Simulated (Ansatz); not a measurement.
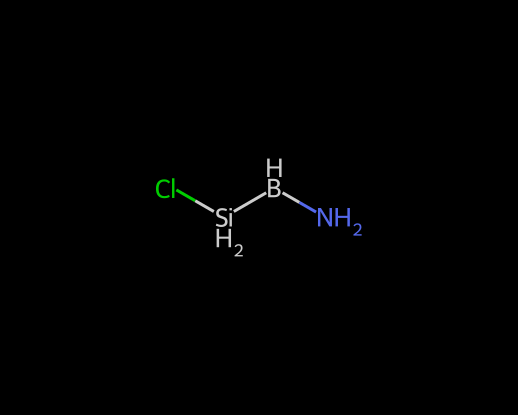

Source: calculation with Ansatz.

A structural formula.

**Transcribe the drawing into SMILES.**

NB[SiH2]Cl

**Give the formula, hydrogens included.**

BClH5NSi.

**An optimisation with PBE-D4/def2-SVP gave a structure of which point group?**

C1. Other conformers may differ.
